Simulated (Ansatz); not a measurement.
**Fields on a plane of TlBr (CsCl type)**

```xyz
2
Lattice="4.0532 0.0000 0.0000 0.0000 4.0532 0.0000 0.0000 0.0000 4.0532" Properties=species:S:1:pos:R:3 pbc="T T T"
Tl     0.0000     0.0000     0.0000
Br     2.0266     2.0266     2.0266
```

The slice is a {110} plane (indices of the conventional cell) through the point (0.000, 0.000, 0.000) (fractional), spanned by u = [100] and v = [011] in vectors of this cell: u (4.05 Å) and v (5.73 Å, at 90° to u). It covers one period; positions are fractions (u, v).

Atoms on it: Tl at (0.00, 0.00); Br at (0.50, 0.50).

These are PBE (plane waves to 420 eV, PAW, scalar-relativistic; Ansatz, a quantum-chemistry and plane-wave program) values and carry that method's errors. k mesh 8×8×8. These are valence fields of a PAW run, semicore shells included where kept as valence: close to a nucleus they are smooth pseudo fields. Spin-orbit coupling is left out, though Tl is heavy. TlBr was relaxed with its symmetry unable to fall.

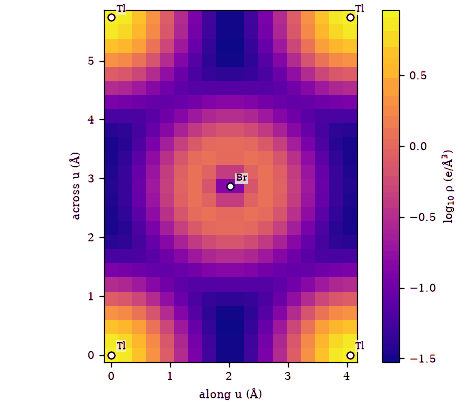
*Log₁₀ of the valence density in e/Å³, one period of the plane, atoms marked. The scale is logarithmic, as a density can span decades between atoms and voids.*

| v \ u | 0.00 | 0.12 | 0.24 | 0.35 | 0.47 | 0.59 | 0.71 | 0.82 | 0.94 |
|---|---|---|---|---|---|---|---|---|---|
| 0.88 | x | x | <-1.0 | 4.3 | 5.9 | 5.4 | 2.2 | <-1.0 | x |
| 0.75 | 2.8 | 3.7 | 5.3 | 5.9 | 5.7 | 5.8 | 5.7 | 4.6 | 3.1 |
| 0.62 | 6.7 | 6.6 | 4.4 | x | x | x | 1.2 | 6.1 | 6.7 |
| 0.50 | 7.3 | 6.6 | 0.6 | x | x | x | x | 4.9 | 7.2 |
| 0.38 | 6.7 | 6.6 | 4.4 | x | x | x | 1.2 | 6.1 | 6.7 |
| 0.25 | 2.8 | 3.7 | 5.3 | 5.9 | 5.7 | 5.8 | 5.7 | 4.6 | 3.1 |
| 0.12 | x | x | <-1.0 | 4.3 | 5.9 | 5.4 | 2.2 | <-1.0 | x |
| 0.00 | x | x | x | 2.5 | 5.1 | 4.4 | <-1.0 | x | x |

Values: electrostatic potential energy of an electron, from the cell's mean, in eV. Points within 1 Å of a nucleus are blanked (x), as the pseudised field means little there. Values under -1 eV are set to -1. The zero, the cell's mean, hangs on the PAW cores.

| Property | Result |
|---|---|
| Density on the Tl–Br line (3.51 Å) at its midpoint | 0.08 e/Å³ |
| ELF at that point | 0.1 |
| Character of the Tl–Br contact (rough rule: ELF there above 0.7 covalent, below 0.2 ionic, polar between) | closed-shell (ionic) |
